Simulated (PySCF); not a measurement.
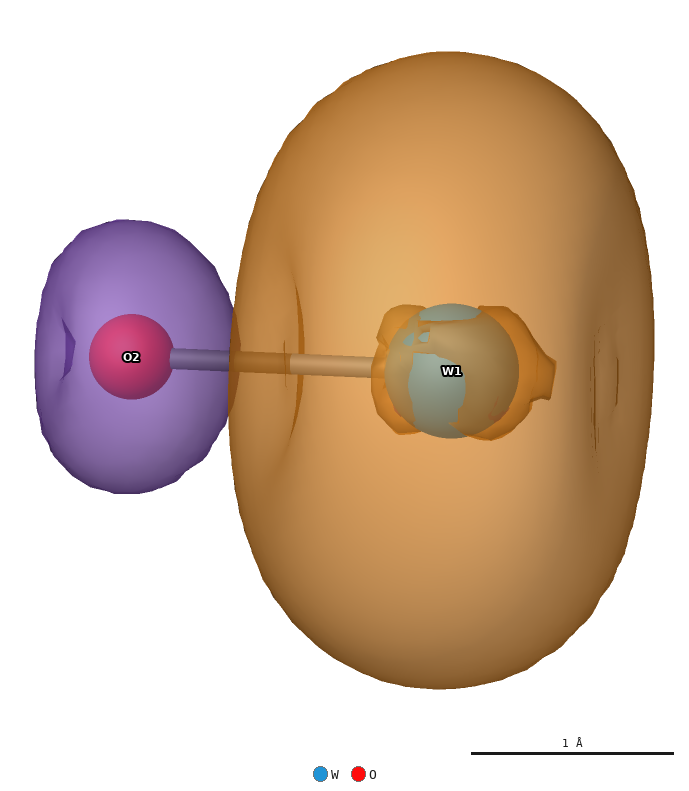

Figure 1: WO (triplet). Isosurfaces of the spin density at +0.04 (orange) and −0.04 e/Å³ (purple), seen from one side.

⟨S²⟩ = 2.07, above the pure value of 2.00.

Theory: PBE0/x2c-TZVPPall, spin-free X2C-1e, Gaussian nucleus, at a bond length of 1.634 Å in PySCF.

Where is the unpaired spin?

Answer. The unpaired spin (2 electrons) lies mostly on W1 (about 2.1), in electrons by Hirshfeld's partition, with opposite, polarisation-induced spin on O2.
